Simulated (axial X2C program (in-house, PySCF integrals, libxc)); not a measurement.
# Relativistic diatomic calculation for PNa⁻

PNa⁻. The reference is closed-shell PNa; the roots are the vertical energy changes on adding an electron to it, which gives states of PNa⁻. The distance is the PBE0 minimum at charge 0. Computed at this level: EOM-EA-CCSD, two-component X2C with atomic mean-field Coulomb and Gaunt terms, P dyall-av3z, Na dyall-acv3z (cores contracted) (axial X2C program (in-house, PySCF integrals, libxc)).

### Key numbers

| quantity | value |
| --- | --- |
| outcome | converged |
| HF energy of the reference PNa | −503.50677 hartree |
| MP2 energy of the reference PNa | −503.90866 hartree |
| CCSD energy of the reference PNa (with the MP2 share of the virtual spinors left out of the coupled-cluster step) | −503.94831 hartree |
| CCSD(T) energy of the reference PNa | −503.96011 hartree |
| T1 diagnostic (spinor form; for a closed shell √2 times the usual value) | 0.015 |
| hardware | 1 thread of Arm Neoverse N1, 16 GiB of memory available, shared host |
| wall time | 34 s |
| peak memory | 0.87 GiB |

### The input
```
{"zs": [15, 11], "q": -1, "bas": ["dyall-av3z", "dyall-acv3z"], "r0": 2.62, "eom": "ea", "thr": -2.0, "nmax": 92, "grid": [1, 0.96, 1.045, 0.92, 1.09, 1.15], "rq": 0}
```

The line is the task of a batch: nuclear charges, charge, bases, a first guess of the distance and further settings. This report covers the levels named above. The log is that of the reference distance 2.658 Å.

The run was one of a batch that the task file lists, launched with:
```bash
python <driver script> task.json out
```

### Output
```
two-component X2C + atomic mean field  HF
basis functions 143  fitting functions 706  grid points 4366
iter        total energy     max residual
   1       -503.093269967     8.16e-01
   2       -503.504338039     2.20e-02
   3       -503.506643764     2.58e-03
   4       -503.506745621     9.76e-04
   5       -503.506762799     2.02e-04
   6       -503.506765517     8.36e-05
   7       -503.506765903     3.64e-05
   8       -503.506765934     6.97e-06
   9       -503.506765936     1.79e-06
converged
one-electron -767.42780490  Coulomb 267.88523577  exact exchange -36.75113867  xc functional 0.00000000  nuclear repulsion 32.84960113  atomic mean-field constant -0.06265926
correlated 14  virtual 240  natural virtual 92  E(MP2) -0.401892292  MP2 remainder -0.072598848
iter   CCSD correlation   residual
   1     -0.349900384   1.54e-01
   2     -0.360901045   9.71e-02
   3     -0.364388375   6.76e-02
   4     -0.366592376   4.92e-02
   5     -0.367993084   2.82e-02
   6     -0.368557820   1.51e-02
   7     -0.368799090   8.28e-03
   8     -0.368946629   4.80e-03
   9     -0.368965836   2.54e-03
  10     -0.368956789   1.00e-03
  11     -0.368954736   3.86e-04
  12     -0.368952097   1.93e-04
  13     -0.368950727   1.15e-04
  14     -0.368949603   8.12e-05
  15     -0.368948226   5.94e-05
  16     -0.368947167   4.27e-05
  17     -0.368946338   3.04e-05
  18     -0.368945675   2.14e-05
  19     -0.368945320   1.34e-05
  20     -0.368945082   7.90e-06
  21     -0.368944970   4.25e-06
  22     -0.368944941   2.25e-06
  23     -0.368944928   1.46e-06
(T) -0.011803947972431514  T1 0.0149  D1 0.0296  max T2 0.194
EOM-EA-CCSD roots
2*Omega      energy/Eh   energy/eV  one-particle weight
    1      -0.02026203     -0.5514      0.983
    1       0.00606973      0.1652      0.996
    1       0.00635705      0.1730      0.995
    1       0.01473237      0.4009      0.997
    1       0.02410976      0.6561      0.981
    3      -0.00956778     -0.2604      0.826
    3       0.00784884      0.2136      0.976
    3       0.02491927      0.6781      0.001
    3       0.02657012      0.7230      0.942
    5       0.04085255      1.1117      0.000
    5       0.04680438      1.2736      0.000
    7       0.07169855      1.9510      0.000
```

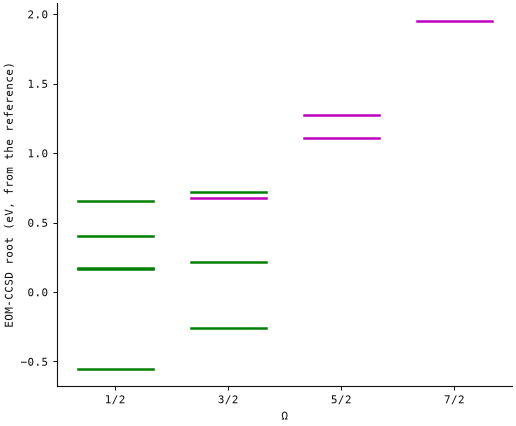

Figure 1. EOM-CCSD roots by Ω at 2.66 Å; roots whose one-particle weight is under 0.8 have the second colour. The lowest has Ω = 1/2 and lies at −0.551 eV, with one-particle weight 0.98. 4 of the 12 roots are less well described at this level.
